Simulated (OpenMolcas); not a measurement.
## Energy and gradient calculation, with input and output: CH₂F₂O (part 2 of 2)

Continued. System: CH₂F₂O, SMILES OC(F)F. Method: B3LYP/6-31G*, RKS (OpenMolcas 26.06). The geometry comes from this level: PBE0-D4/def2-TZVP.

Geometry of the input (Å):
```
O  0.0951  0.9856  -0.4385
C  0.0606  -0.1378  0.3022
F  0.8763  -1.0925  -0.2082
F  -1.1797  -0.6843  0.3151
H  -0.1766  0.7729  -1.3403
H  0.3662  0.0921  1.3235
```

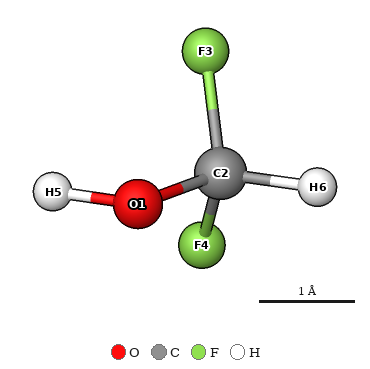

**Figure 1.** The structure (ball-and-stick view, seen at a tilt; atoms are numbered from 1 in the order of the input).

## The program's output, continued
```
Iter     Tot. B3LYP      One-elec.       Two-elec.     Energy      Max Dij or  Max Fij      DNorm      TNorm      AccCon     Time
         Energy          Energy          Energy        Change      Delta Norm                                                in Sec.
   1  -313.649791391  -728.816829499   280.178683714   0.00E+00    5.61E-01*   1.67E-01*    6.93E+00   2.17E+02   None         1.
   2  -313.499360460  -732.717274900   284.229560045   1.50E-01*   1.10E-01*   1.63E-01*    3.27E+00   2.22E+02   EDIIS        1.
   3  -314.189950219  -733.087321041   283.909016427  -6.91E-01*   4.84E-02*   3.39E-02*    8.37E-01   2.19E+02   c2DIIS       1.
   4  -314.201534331  -730.879953590   281.690064864  -1.16E-02*   8.00E-02*   2.94E-02*    3.87E-01   2.19E+02   QNRc2DIIS    1.
   5  -314.198583325  -732.913345550   283.726407830   2.95E-03*   4.54E-02*   3.30E-02*    4.10E-01   2.20E+02   QNRc2DIIS    1.
   6  -314.208072562  -732.098361751   282.901934794  -9.49E-03*   7.42E-03*   4.86E-03*    2.22E-01   2.19E+02   QNRc2DIIS    1.
   7  -314.208294441  -731.930459805   282.733810970  -2.22E-04*   6.61E-04*   2.84E-04*    3.31E-02   2.19E+02   QNRc2DIIS    1.
   8  -314.208295876  -731.937888183   282.741237912  -1.43E-06*   1.68E-04*   1.18E-04*    3.77E-03   2.19E+02   QNRc2DIIS    1.
   9  -314.208296017  -731.936830083   282.740179671  -1.41E-07*   1.64E-04*   3.13E-05*    9.17E-04   2.19E+02   QNRc2DIIS    1.
  10  -314.208296049  -731.936043566   282.739393122  -3.22E-08*   2.23E-05*   1.16E-05*    1.21E-03   2.19E+02   QNRc2DIIS    1.
  11  -314.208296051  -731.936072681   282.739422235  -1.69E-09*   1.53E-06    6.93E-07*    1.29E-04   2.19E+02   QNRc2DIIS    1.
  12  -314.208296051  -731.936080628   282.739430182  -5.40E-12    3.31E-07    1.92E-07*    9.65E-06   2.19E+02   QNRc2DIIS    1.
  13  -314.208296051  -731.936080061   282.739429616   1.02E-12*   3.26E-08    1.47E-08     1.65E-06   2.19E+02   QNRc2DIIS    1.
  14  -314.208296051  -731.936080063   282.739429617  -5.12E-13    8.14E-09    2.46E-09     1.64E-07   2.19E+02   QNRc2DIIS    1.

       Convergence after  14 Iterations
--

 *****************************************************************************************************************************
 *                                             SCF/KS-DFT Program, Final results                                             *
 *                                                       Final Results                                                       *
 *****************************************************************************************************************************

::    Total KS-DFT energy                            -314.2082960509
      One-electron energy                            -731.9360800628
      Two-electron energy                             282.7394296171
      Nuclear repulsion energy                        134.9883543948
      Kinetic energy (interpolated)                   312.0663200357
      Virial theorem                                    1.0068638487
      Total spin, S(S+1)                                0.0000000000
      Total spin, S                                     0.0000000000
      Max non-diagonal density matrix element           0.0000000059
      Max non-diagonal Fock matrix element              0.0000000006

      All orbitals with orbital energies smaller than  E(LUMO)+0.5 are printed

++    Molecular orbitals:
      -------------------

      Title: RKS-DFT orbitals

      Molecular orbitals for symmetry species 1: a

      Basis set list:
        1 O1     1s                 14 O1     d011               27 C2     d101               40 F3     d200               53 F4     2pz
        2 O1     1s                 15 O1     d002               28 C2     d020               41 F3     d110               54 F4     2pz
        3 O1     1s                 16 C2     1s                 29 C2     d011               42 F3     d101               55 F4     d200
        4 O1     2px                17 C2     1s                 30 C2     d002               43 F3     d020               56 F4     d110
        5 O1     2px                18 C2     1s                 31 F3     1s                 44 F3     d011               57 F4     d101
        6 O1     2py                19 C2     2px                32 F3     1s                 45 F3     d002               58 F4     d020
        7 O1     2py                20 C2     2px                33 F3     1s                 46 F4     1s                 59 F4     d011
        8 O1     2pz                21 C2     2py                34 F3     2px                47 F4     1s                 60 F4     d002
        9 O1     2pz                22 C2     2py                35 F3     2px                48 F4     1s                 61 H5     1s
       10 O1     d200               23 C2     2pz                36 F3     2py                49 F4     2px                62 H5     1s
       11 O1     d110               24 C2     2pz                37 F3     2py                50 F4     2px                63 H6     1s
       12 O1     d101               25 C2     d200               38 F3     2pz                51 F4     2py                64 H6     1s
       13 O1     d020               26 C2     d110               39 F3     2pz                52 F4     2py

  Index Energy  Occupation Coefficients ...

    1  -24.7049    2.0000         46 F4     1s     ( 0.993),

    2  -24.7049    2.0000         31 F3     1s     (-0.993),

    3  -19.1913    2.0000          1 O1     1s     ( 0.993),

    4  -10.3936    2.0000         16 C2     1s     ( 0.993),

    5   -1.2643    2.0000         17 C2     1s     ( 0.184),    32 F3     1s     ( 0.319),    33 F3     1s     ( 0.304),    47 F4     1s     ( 0.319),
                                  48 F4     1s     ( 0.304),

    6   -1.1939    2.0000         32 F3     1s     (-0.366),    33 F3     1s     (-0.339),    47 F4     1s     ( 0.366),    48 F4     1s     ( 0.339),

    7   -1.0757    2.0000          2 O1     1s     (-0.446),     3 O1     1s     (-0.413),

    8   -0.7027    2.0000          8 O1     2pz    ( 0.256),    17 C2     1s     ( 0.353),    18 C2     1s     ( 0.191),

    9   -0.5913    2.0000          8 O1     2pz    ( 0.293),    21 C2     2py    ( 0.313),    33 F3     1s     ( 0.185),    34 F3     2px    ( 0.261),
                                  48 F4     1s     ( 0.185),    49 F4     2px    (-0.292),    50 F4     2px    (-0.170),

   10   -0.5557    2.0000          6 O1     2py    ( 0.234),    23 C2     2pz    ( 0.370),    38 F3     2pz    ( 0.210),    53 F4     2pz    ( 0.235),

   11   -0.5537    2.0000         19 C2     2px    ( 0.335),    33 F3     1s     (-0.212),    36 F3     2py    ( 0.327),    37 F3     2py    ( 0.191),
                                  48 F4     1s     ( 0.212),    49 F4     2px    (-0.285),    51 F4     2py    (-0.244),

   12   -0.4552    2.0000          3 O1     1s     (-0.258),     8 O1     2pz    (-0.229),    34 F3     2px    ( 0.257),    35 F3     2px    ( 0.180),
                                  36 F3     2py    ( 0.275),    37 F3     2py    ( 0.192),    51 F4     2py    ( 0.351),    52 F4     2py    ( 0.244),

   13   -0.4239    2.0000         38 F3     2pz    (-0.435),    39 F3     2pz    (-0.306),    53 F4     2pz    ( 0.398),    54 F4     2pz    ( 0.283),

   14   -0.3962    2.0000         34 F3     2px    ( 0.461),    35 F3     2px    ( 0.318),    49 F4     2px    ( 0.308),    51 F4     2py    (-0.264),
                                  53 F4     2pz    (-0.251),

   15   -0.3906    2.0000          3 O1     1s     ( 0.239),     6 O1     2py    ( 0.424),     7 O1     2py    ( 0.280),    36 F3     2py    ( 0.282),
                                  51 F4     2py    ( 0.274),

   16   -0.3755    2.0000         23 C2     2pz    ( 0.236),    38 F3     2pz    (-0.380),    39 F3     2pz    (-0.264),    53 F4     2pz    (-0.385),
                                  54 F4     2pz    (-0.266),    63 H6     1s     ( 0.218),    64 H6     1s     ( 0.238),

   17   -0.3382    2.0000          4 O1     2px    ( 0.560),     5 O1     2px    ( 0.400),

   18    0.0700    0.0000          3 O1     1s     (-1.101),    62 H5     1s     ( 1.483),

   19    0.1315    0.0000         18 C2     1s     (-1.391),    64 H6     1s     ( 2.072),

   20    0.1695    0.0000         19 C2     2px    ( 0.585),    20 C2     2px    ( 1.085),    33 F3     1s     (-0.676),    48 F4     1s     ( 0.675),

   21    0.1956    0.0000         18 C2     1s     (-0.753),    22 C2     2py    ( 1.100),    33 F3     1s     ( 0.667),    48 F4     1s     ( 0.668),

   22    0.2682    0.0000          3 O1     1s     ( 1.124),    18 C2     1s     (-1.589),    22 C2     2py    (-0.984),

   23    0.4888    0.0000         21 C2     2py    (-0.887),    22 C2     2py    ( 1.680),

   24    0.4914    0.0000         19 C2     2px    (-0.847),    20 C2     2px    ( 1.638),

   25    0.5643    0.0000         18 C2     1s     (-2.076),    24 C2     2pz    ( 2.062),

--

++    Molecular charges:
      ------------------

      Mulliken charges per centre and basis function type
      ---------------------------------------------------

                O1      C2      F3      F4      H5      H6
      1s       3.8267  2.9765  3.9051  3.9051  0.5881  0.8628
      2px      1.8430  0.6747  1.7636  1.5578  0.0000  0.0000
      2pz      1.3231  0.9670  1.8514  1.9161  0.0000  0.0000
      2py      1.5308  0.7022  1.7039  1.8450  0.0000  0.0000
      d200    -0.0094  0.0042  0.0153  0.0283  0.0000  0.0000
      d110     0.0046  0.0399  0.0052  0.0050  0.0000  0.0000
      d101     0.0026  0.0207  0.0023  0.0032  0.0000  0.0000
      d020     0.0009  0.0073  0.0185  0.0101  0.0000  0.0000
      d011     0.0073  0.0287  0.0032  0.0008  0.0000  0.0000
      d002     0.0268  0.0140  0.0103  0.0075  0.0000  0.0000
      Total    8.5565  5.4352  9.2787  9.2787  0.5881  0.8628

      N-E     -0.5565  0.5648 -0.2787 -0.2787  0.4119  0.1372

      Total electronic charge=   34.000000

      Total            charge=   -0.000000
--

++    Molecular properties:
      ---------------------

      Charge (e):
                      =   -0.0000
      Dipole Moment (debye):
      Origin of the operator (angstrom)=   -0.0489   -0.2761   -0.0202
                   X= -2.8317E-02               Y=  4.9407E-01               Z= -4.9611E-01           Total=  7.0074E-01
      Quadrupole Moment (debye*angstrom):
      Origin of the operator (angstrom)=   -0.0489   -0.2761   -0.0202
                  XX= -2.2986E+01              XY= -3.1381E-01              XZ=  1.4800E+00              YY= -2.3675E+01
                  YZ= -9.4160E-01              ZZ= -1.6750E+01
      In traceless form (debye*angstrom)
                  XX= -2.7731E+00              XY= -4.7072E-01              XZ=  2.2200E+00              YY= -3.8069E+00
                  YZ= -1.4124E+00              ZZ=  6.5800E+00
--

--- Stop Module: scf /rc=_RC_ALL_IS_WELL_ ---
--- Module scf spent 10 seconds ---

--- Start Module: alaska ---

                                              &ALASKA

                       available to each process: 1.9 GB of memory, 1 thread

                     Threshold for contributions to the gradient: 1.000E-07

                    ********************************************
                    * Symmetry Adapted Cartesian Displacements *
                    ********************************************

           Irreducible representation : a
           Basis function(s) of irrep: x, y, xy, Rz, z, xz, Ry, yz, Rx, I

 Basis Label        Type   Center Phase
   1   O1           x         1     1
   2   O1           y         1     1
   3   O1           z         1     1
   4   C2           x         2     1
   5   C2           y         2     1
   6   C2           z         2     1
   7   F3           x         3     1
   8   F3           y         3     1
   9   F3           z         3     1
  10   F4           x         4     1
  11   F4           y         4     1
  12   F4           z         4     1
  13   H5           x         5     1
  14   H5           y         5     1
  15   H5           z         5     1
  16   H6           x         6     1
  17   H6           y         6     1
  18   H6           z         6     1

                     No automatic utilization of translational and rotational invariance of the energy is employed.

 DFT contribution computed for a moving grid.

 Conventional ERI gradients!

 **************************************************
 *              Molecular gradients               *
 **************************************************

  Irreducible representation: a
 ------------------------------------------------------------------------------------------
                              X                       Y                       Z
 ------------------------------------------------------------------------------------------
  O1               -2.95777302940525E-03   -1.20189284762056E-02   -2.23413545810391E-03
  C2               -1.48398202633393E-03    2.23726156498261E-03   -7.47761561684879E-03
  F3               -6.30136573357376E-03    6.03984967950844E-03    3.60749428756524E-03
  F4                8.97794815148245E-03    3.02916910245443E-03   -2.75198511306307E-04
  H5                2.19540254581307E-03    2.36849985336596E-03    6.77768707576920E-03
  H6               -4.30229907908641E-04   -1.65585172417115E-03   -3.98231777107405E-04
 ------------------------------------------------------------------------------------------

--- Stop Module: alaska /rc=_RC_ALL_IS_WELL_ ---
--- Module alaska spent 2 seconds ---

.##################.
.# Happy landing! #.
.##################.

    Timing: Wall=14.31 User=12.64 System=1.66
```

## Key numbers

```tsv
quantity	value
outcome	converged
total energy	−314.208296 hartree
basis functions	64
largest force	0.647 eV/Å
HOMO	−9.20 eV
LUMO	1.91 eV
dipole moment	0.70 debye
hardware	1 thread of Arm Neoverse V2, 24 GiB of memory available, shared host
wall time	15 s
peak memory	0.4 GiB
```
